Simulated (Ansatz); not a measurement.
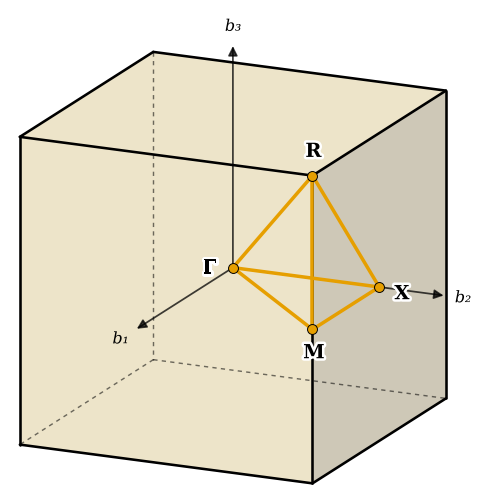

The figure shows the first Brillouin zone with its special points and a band path. Crystal: Li₄Si, coordinates from a relaxation with DFT PBE, scalar-relativistic, plane waves, PAW (Ansatz 0.2.0); the starting structure was generated, so it need not be a known form of this composition. Symmetry computed with spglib at a tolerance of 0.002 Å; standard conventional cell.

Labels and path follow the convention of Hinuma et al. (2017), as computed by seekpath; the arrows show the directions of the reciprocal primitive vectors b₁, b₂, b₃.

**Name the Bravais lattice of the crystal.**

A simple cubic lattice (cP; extended symbol cP2). The zone is a cube: 6 faces (6 with 4 edges), 12 edges, 8 vertices.

**In which order does the conventional band path visit the special points?**

Γ–X–M–Γ–R–X | R–M
